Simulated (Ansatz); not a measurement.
```xyz
11

Ti   -0.3722    0.1585   -0.2319
Cl   -0.5737   -0.1984    1.9915
N     1.3707   -0.1306   -0.6885
H     1.8735   -0.9658   -0.4331
H     1.9500    0.4898   -1.2251
N    -0.7316    1.8947   -0.6694
H    -1.4340    2.1657   -1.3368
H    -0.3376    2.6971   -0.2073
Cl   -1.7729   -1.1207   -1.4092
Br    2.5352   -2.8640    2.0407
H     1.4504   -2.0399    2.4139
```

All numbers below come from RHF/def2-SVP in Ansatz.

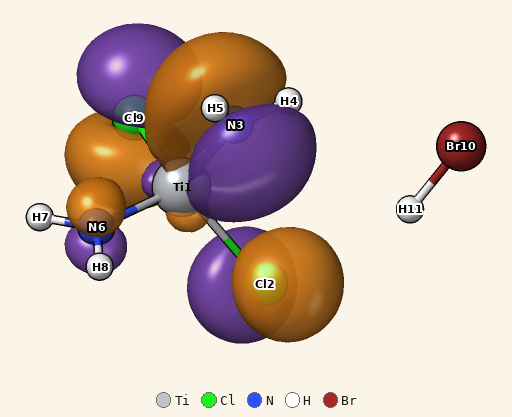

Cl2H4N2Ti···HBr. The HOMO at ±0.08 Å⁻³ᐟ² (orange and purple are the two phases), seen at an oblique angle.

Q: Describe this orbital and give its energy.

A: By Hirshfeld shares it lies mainly on N3 (about 40 %), Cl9 (about 25 %), Cl2 (about 20 %) and Ti1 (about 10 %); largely a combination of lone pairs on N3, Cl9 and Cl2. Its energy is −11.38 eV.
